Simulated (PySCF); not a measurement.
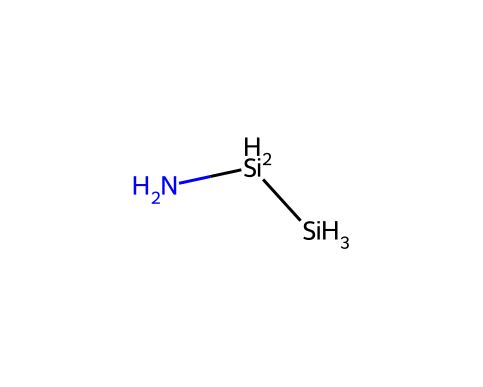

A structural formula.

> Transcribe the drawing into SMILES.

N[SiH2][SiH3]

> What is the molecular formula?

H7NSi2.

> An optimisation with GFN2-xTB gave a structure of which point group?

C1.

The parts below concern this one geometry. Atoms keep their numbers from picture to picture. Computed geometry: GFN2-xTB optimisation. No frequency run is at hand to confirm it as a minimum.

Shape

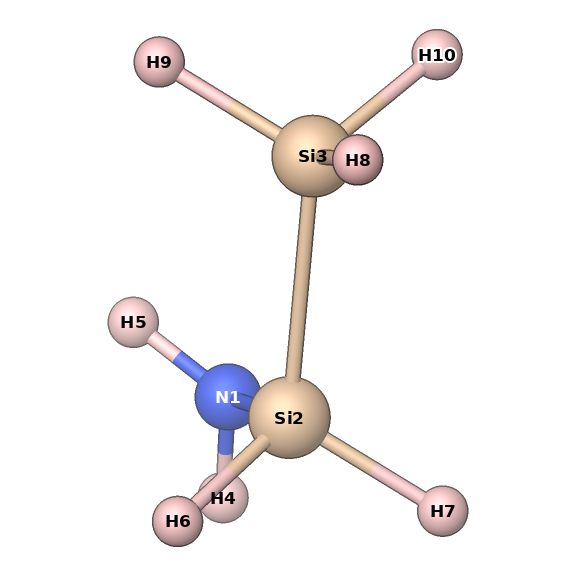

N1 lies behind Si2. The molecule seen a little off the Si2–N1 bond, Si2 in front. Depth is shown by fading: the farther an atom, the more it takes the colour of the background. No frequency run is at hand to confirm it as a minimum.

> What is the torsion angle Si3–Si2–N1–H4? The sign is positive where the front bond must turn clockwise to cover the back bond.

173°, antiperiplanar (anti).

Electronic properties

No frequency run is at hand to confirm it as a minimum. Level of theory: PBE0/pcSseg-1, gas phase (PySCF 2.14.0).

Predict the main results.

- dipole moment: 1.33 D
- HOMO energy (Kohn–Sham orbital): −7.30 eV
- LUMO energy (Kohn–Sham orbital): −0.12 eV
- HOMO–LUMO gap: 7.18 eV

NMR shielding

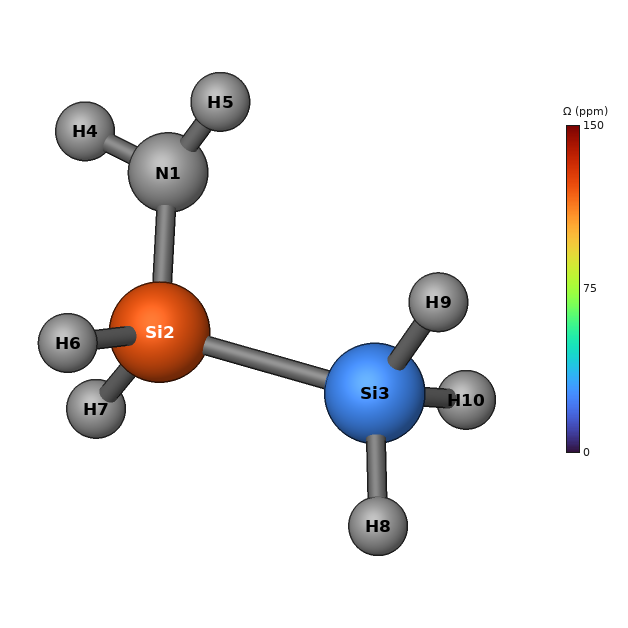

The Si atoms are coloured by the span of their shielding tensor. No frequency run is at hand to confirm it as a minimum. Method: GIAO PBE0/pcSseg-1 NMR shielding, non-relativistic, gas phase (PySCF 2.14.0). Principal shieldings σ11 ≤ σ22 ≤ σ33, span Ω = σ33 − σ11, skew κ = 3(σiso − σ22)/Ω.

> Which Si atom has the most anisotropic shielding?

Si2, with a span of 121 ppm.

Give the shielding tensors of the Si atoms.

```
atom    σ11    σ22    σ33   σiso      Ω     κ
 Si2  353.1  378.2  474.3  401.9  121.1  0.59
 Si3  456.8  468.5  483.9  469.7   27.1  0.14
```

Shieldings and span in ppm.

Charges

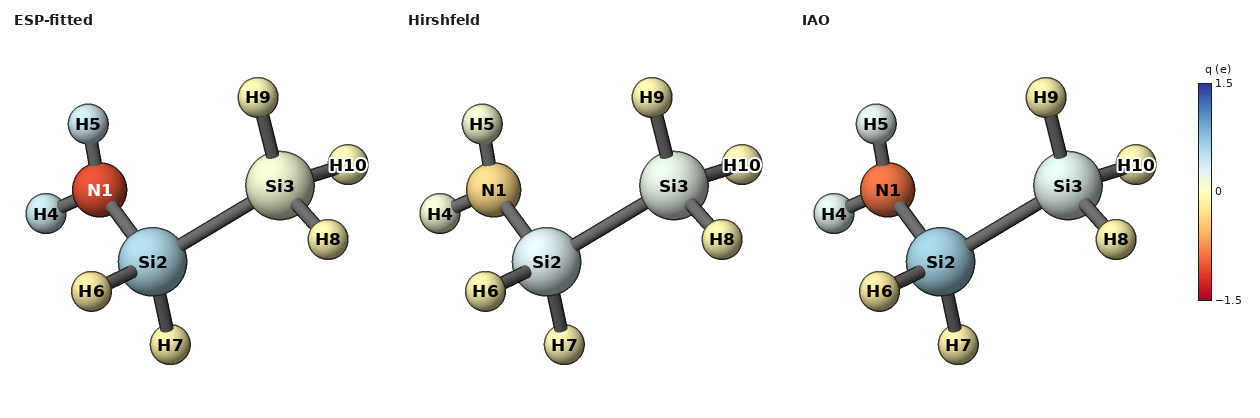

Atomic charges of one calculation by 3 schemes, on one colour scale. No frequency run is at hand to confirm it as a minimum. Computed with PBE0/pcSseg-1 (PySCF 2.14.0).

> On which atom do the schemes disagree most?

On N1 (from −1.01 to −0.32 e).

List the charges (e), one line for each set of equivalent atoms.

```json
{"atom": "N1", "ESP-fitted": "−1.01", "Hirshfeld": "−0.32", "IAO": "−0.84"}
{"atom": "Si2", "ESP-fitted": "0.57", "Hirshfeld": "0.28", "IAO": "0.62"}
{"atom": "Si3", "ESP-fitted": "0.11", "Hirshfeld": "0.21", "IAO": "0.26"}
{"atom": "H4", "ESP-fitted": "0.39", "Hirshfeld": "0.12", "IAO": "0.26"}
{"atom": "H5", "ESP-fitted": "0.38", "Hirshfeld": "0.11", "IAO": "0.26"}
{"atom": "H6", "ESP-fitted": "−0.16", "Hirshfeld": "−0.10", "IAO": "−0.16"}
{"atom": "H7", "ESP-fitted": "−0.11", "Hirshfeld": "−0.08", "IAO": "−0.12"}
{"atom": "H8", "ESP-fitted": "−0.07", "Hirshfeld": "−0.08", "IAO": "−0.10"}
{"atom": "H9", "ESP-fitted": "−0.04", "Hirshfeld": "−0.08", "IAO": "−0.10"}
{"atom": "H10", "ESP-fitted": "−0.04", "Hirshfeld": "−0.07", "IAO": "−0.09"}
```

The geometry is semi-empirical. Around Si such bond lengths and angles can be off by a tenth of an ångström or more and by several degrees, and values that hang on the shape move with them.
